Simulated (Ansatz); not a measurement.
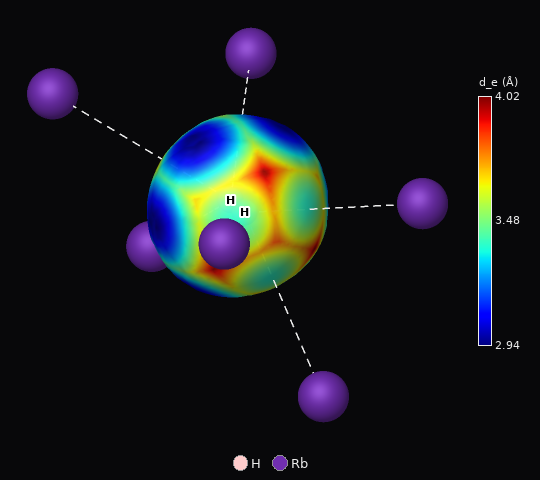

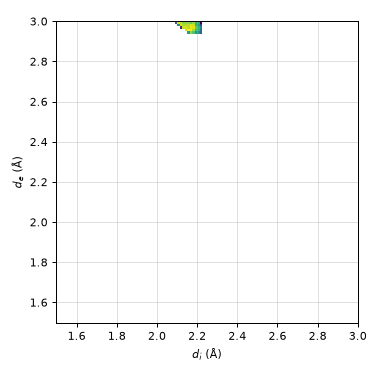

Hirshfeld surface computed for the H2 molecule in Rb₂H₃ (P-6m2), coloured by d_e. Dashed lines lead to the closest neighbours outside. The second picture is its fingerprint plot, coloured by area on a logarithmic scale (dark little, yellow much).

The surface is where the fragment's share of the procrystal density (the sum of the densities of spherically averaged neutral Hartree-Fock atoms) equals one half. d_i and d_e are the distances from the surface to the nearest nucleus inside and outside. Van der Waals radii (Alvarez): Rb 3.21 Å, H 1.20 Å. From Rb on the atoms have core potentials, so only their outer electrons count. X–H bonds are as in the structure, not normalised.

Source of the atomic positions: the end point of a relaxation with DFT PBE, scalar-relativistic, plane waves, PAW (Ansatz 0.2.0); the starting structure was generated, so it need not be a known form of this composition.

```yaml
crystal:
  lattice:
    - [5.09797, 0.00000, 0.00000]
    - [-2.54899, 4.41498, 0.00000]
    - [0.00000, 0.00000, 14.13763]
  atoms:
    - { symbol: Rb, position: [0.66667, 0.33333, 0.17651] }
    - { symbol: Rb, position: [0.66667, 0.33333, 0.82349] }
    - { symbol: H, position: [0.00000, 0.00000, 0.47337] }
    - { symbol: H, position: [0.00000, 0.00000, 0.52663] }
    - { symbol: H, position: [0.66667, 0.33333, 0.00000] }
```

Q: Which contact with the surroundings is the closest relative to the atoms' sizes?

A: H···Rb at 5.13 Å, 116 % of the sum of the van der Waals radii.

Q: How is the surface shared among contacts (both directions of a pair summed)?

A: H···H 65 %, H···Rb 35 %.

Q: Give the size and shape of the surface.

A: It encloses about 38.8 Å³, has an area of about 56 Å² and a globularity of 1.00 (1 for a sphere).

Q: Where does the fingerprint reach closest to the origin?

A: The smallest d_i + d_e is about 5.1 Å, which belongs to the shortest contact, H···H at 5.10 Å; d_e runs from 2.94 to 4.02 Å.
